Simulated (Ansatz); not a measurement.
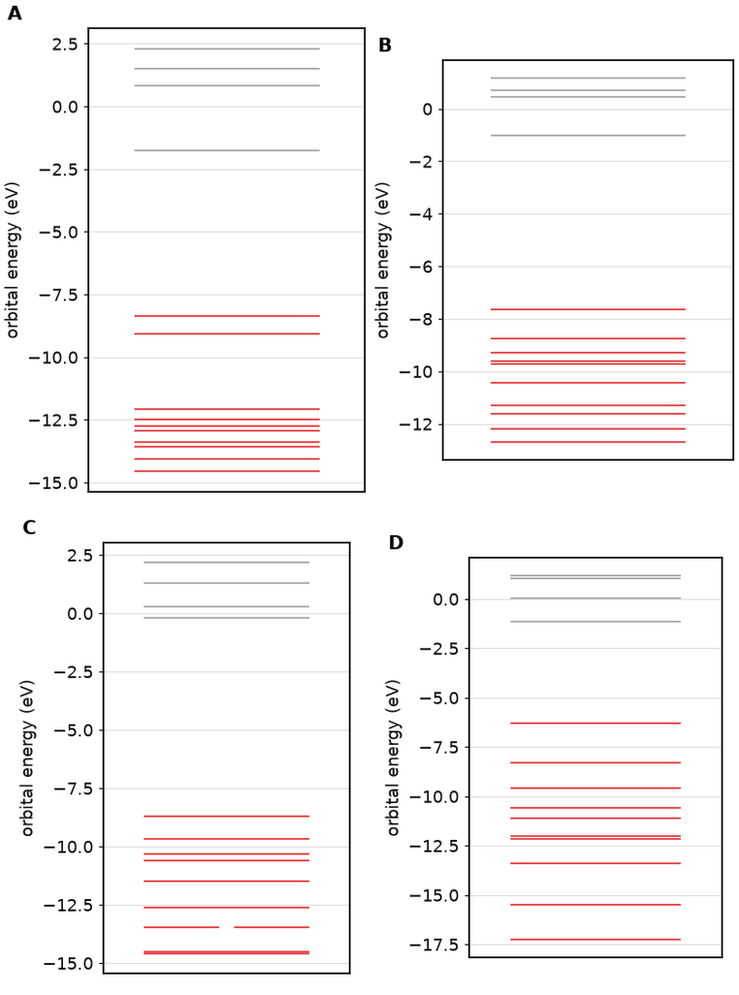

Kohn-Sham orbital energies near the frontier, r2SCAN0/def2-TZVPP, the Ansatz code, at a PBE0-D4/def2-TZVP geometry (a minimum by its frequencies), isolated molecule; empty levels in grey, levels within 0.03 eV side by side.

**Which panel belongs to which molecule?**
1. C₂H₉BSSi, SMILES B[C@H](C)[SiH2]S
2. CH₃ClF₂Si, SMILES F[SiH2][C@H](F)Cl
3. CH₂F₂GeO, SMILES [F][Ge]1([F])[CH2][O]1, singlet
4. CH₂AlNO₂ (imidic-acid tautomer), SMILES O[C]1=[N][Al]1[OH], singlet

A: 3 (HOMO −8.36 eV, LUMO −1.77 eV)
B: 1 (HOMO −7.64 eV, LUMO −1.01 eV)
C: 2 (HOMO −8.70 eV, LUMO −0.19 eV)
D: 4 (HOMO −6.30 eV, LUMO −1.16 eV)

Caveats, for all or some of the runs: empty levels above zero depend strongly on the basis; no scalar relativity up to krypton; one conformer of a flexible molecule.
